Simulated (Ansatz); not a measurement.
The starting structures come from a database of crystals and need not be the phases stable at ambient conditions.

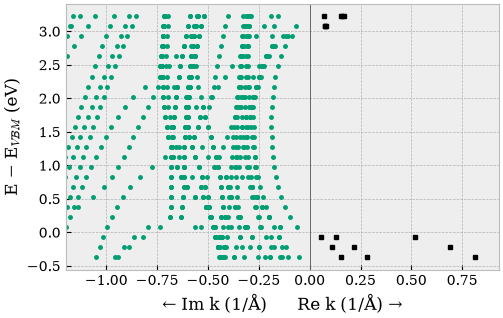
Complex bands at the centre of the two-dimensional zone; Ansatz (a program for electronic structure) with r2SCAN

The gap is the functional's own, uncorrected, and κ follows it; spin-orbit coupling is left out. Mid-gap values are interpolated between the computed energies.

**Question.** This is Al$_{2}$CdS$_{4}$ (Fd-3m, spinel, not sure to be the ambient phase, 14 atoms a cell, 19.4 Å³ an atom) along the normal of (110). Read off the slowest decay at the centre of the two-dimensional zone at 1.57 eV, the computed energy nearest the middle of the gap.

**Answer.** κ ≈ 0.19 1/Å, a decay length 1/(2κ) of the density of 2.7 Å.
